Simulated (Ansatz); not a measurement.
# Time against size: LiCN (Pnma) (72 atoms) repeated, support functions

The cell holds 72 atoms: 24 Li, 24 C and 24 N. Cell: a = 8.730 Å, b = 11.190 Å, c = 13.040 Å, α = 90.0°, β = 90.0°, γ = 90.0°. It derives from LiCN (Pnma), repeated 1×3×2. LiCN, space group Pnma, structure from the Crystallography Open Database, 1 x 3 x 2 conventional cells; every coordinate displaced by a Gaussian of 0.06 Å.

Calculated with Ansatz 0.2.0: Kohn-Sham DFT, PBE, PAW (set soft_2), localised support functions (medium); the typed cell is repeated and solved at Γ on 1 × NVIDIA GB200 with 32 threads of Arm Neoverse V2, shared host.

| atoms | wall time (s) | repeats | SCF cycles |
| --- | --- | --- | --- |
| 72 | 2.34 | 1×1×1 | 15 |
| 144 | 3.37 | 2×1×1 | 15 |
| 864 | 12.65 | 3×2×2 | 16 |
| 2592 | ? | ? | ? |
| 6912 | 279.9 | 6×4×4 | 17 |

Task: Fit a power law of the atom count to the rows given and interpolate to the withheld row.

Worked fit:

A power law y = A x^b is a line in u = ln x and v = ln y.

```
u = ln x  v = ln y
 4.27667  0.850151
 4.96981   1.21491
 6.76157   2.53766
 8.84101   5.63447
```

With n = 4: mean u = 6.21227, mean v = 2.55930, Σ(u − ū)² = 12.502, Σ(u − ū)(v − v̄) = 13.051. Slope b = 13.051 / 12.502 = 1.0439; intercept a = v̄ − b ū = -3.9254.

At the withheld row u = 7.860, v = a + b u = 4.279, and y = exp(v).

Prediction at 2592: 72.20 s. The run gave 49.02 s, so the fit is high by 23 s (47 % of the value).

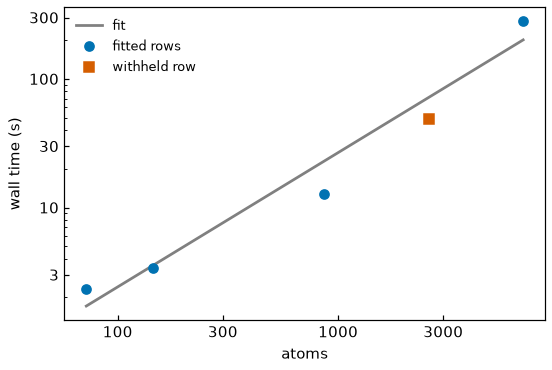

The fit, the rows that it rests on and the withheld row.

The fitted exponent is 1.0. Between neighbouring rows, the withheld one included, the exponents are 0.53, 0.74, 1.2 and 1.8, so one power law doesn't hold over the range. Among the rows given, the largest relative miss of the fit is at 864, by 10 s (81 %).

Limits: One run a row; fixed overheads weigh on the small cells.

[Logs are printed without paths, hosts, clocks, repeated set-up lines and the standing remarks that a program may print on its own settings, such as how far it seeks lower states.]

[Hosts, paths, dates, database ids (printed as entryN), source tags and the programs' standing remarks are cut or masked in the printed files.]
